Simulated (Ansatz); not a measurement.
F$_{6}$InP (SMILES F[P+](F)(F)[In-]([F])([F])[F])

Input file:

```
crystal:
  periodic: [false, false, false]
  atoms:
    - {symbol: F, position_ang: [1.020751, -1.773959, 1.515816]}
    - {symbol: F, position_ang: [0.753147, -1.892541, -0.866194]}
    - {symbol: F, position_ang: [2.199927, -0.219118, 0.118701]}
    - {symbol: F, position_ang: [-0.846486, 2.566831, 1.063731]}
    - {symbol: F, position_ang: [0.150969, 0.825692, -1.628458]}
    - {symbol: F, position_ang: [-2.877382, 0.211878, -0.315563]}
    - {symbol: In, position_ang: [-1.160545, 1.102932, -0.169604]}
    - {symbol: P, position_ang: [0.759610, -0.821715, 0.281571]}
basis:
  gaussian:
    orbitals: def2-SVPD
hamiltonian:
  xc: {name: PBE0}
output: {forces: true, orbitals: {seedname: orbitals}}
```

Launched as:

```sh
ansatz run input.yaml --threads 2 --pin off --max-ram 6090MiB --events-out events.jsonl --progress --plain --runs-dir runs
```

Geometry: PBE0-D4/def2-SVP; core potentials replace the inner electrons of In.

All numbers below come from isolated molecule in a Gaussian basis; Kohn-Sham density functional theory, functional PBE0 (Ansatz).

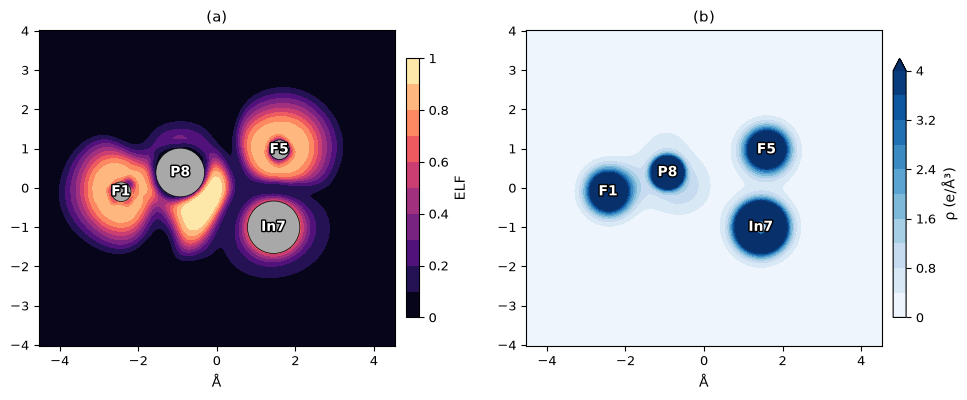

Figure 1. (a) electron localisation function; (b) electron density on the plane of atoms F1, P8 and In7. Grey discs cover the atomic cores in the ELF map.

### What does the map show?

- Atoms in the plane: F, In and P.
- P–F (1.58 Å): ρ at the midpoint is about 1.3 e/Å³; the ELF peaks at about 0.85 in the valence shell of F, 0.6 Å from its nucleus, and is about 0.60 at the midpoint.
- In–P (2.76 Å): the density is about 0.29 e/Å³ at the midpoint; the ELF peaks at about 1 in the valence shell of P, 1.0 Å from its nucleus, and drops to about 0.10 between the two atoms.
- In–F (1.98 Å): ρ is about 0.68 e/Å³ halfway; the ELF peaks at about 0.80 in the valence shell of F, 0.5 Å from its nucleus, and drops to about 0.10 between the two atoms.
- The ELF also peaks beside F1 and F5, away from the bonds: lone-pair regions.

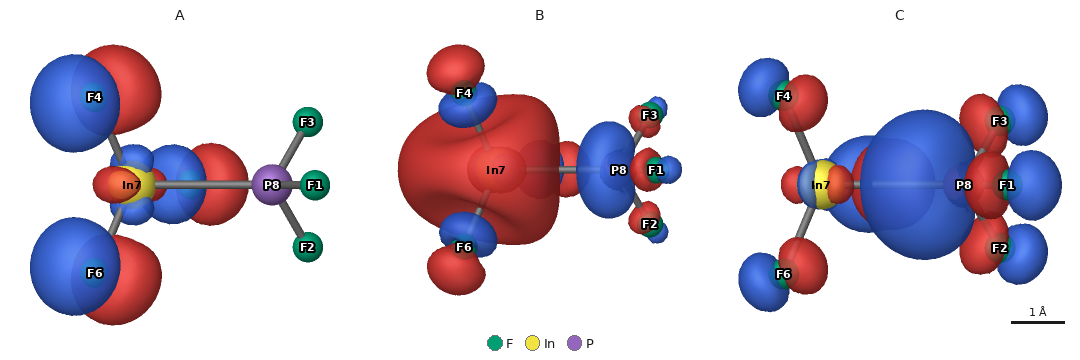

Figure 2. Three frontier orbitals at ±0.08 Å⁻³ᐟ² (red and blue are the two phases), in no order.

### Order the three orbitals by energy and name them.

A is the HOMO−1 (−11.12 eV). It lies mainly on F4 (about 40 %), F6 (about 40 %), F5 (about 15 %) and In7 (about 10 %); largely a combination of lone pairs on F4, F6 and F5. C is the HOMO (−10.45 eV). Its weight (Hirshfeld) is mainly on P8 (about 35 %), F5 (about 30 %), F1 (about 10 %) and In7 (about 5 %). B is the LUMO (−3.12 eV). By Hirshfeld shares it lies mainly on In7 (about 60 %), F4 (about 10 %), F6 (about 10 %), F5 (about 10 %) and P8 (about 5 %).

### What is the HOMO–LUMO gap?

7.33 eV between the orbital energies.

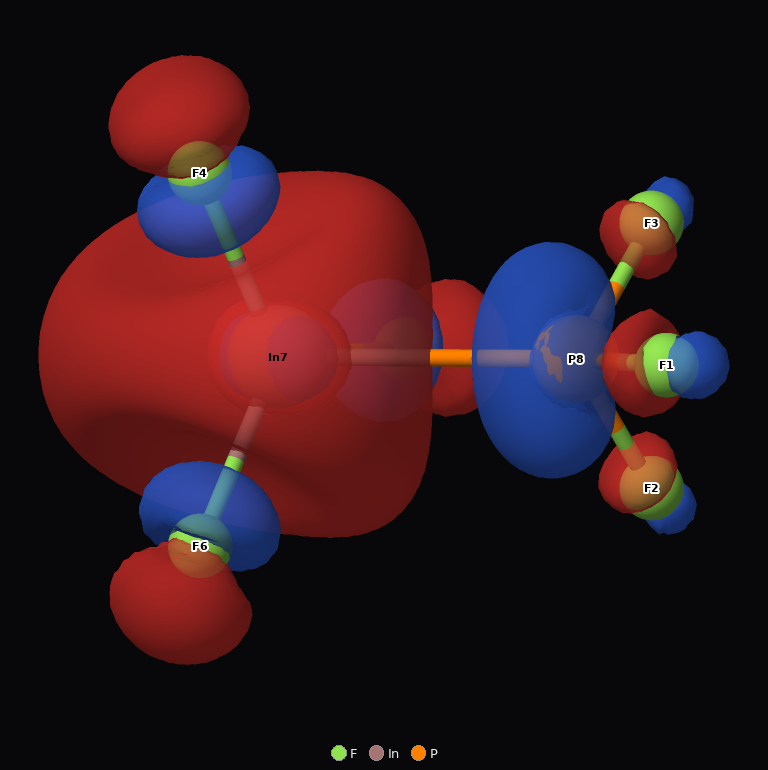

Figure 3. One frontier orbital at ±0.08 Å⁻³ᐟ² (red and blue are the two phases), seen across its widest extent.

### Which orbital is it: HOMO or LUMO?

The LUMO, at −3.12 eV. Its weight (Hirshfeld) is mainly on In7 (about 60 %), F4 (about 10 %), F6 (about 10 %), F5 (about 10 %) and P8 (about 5 %).
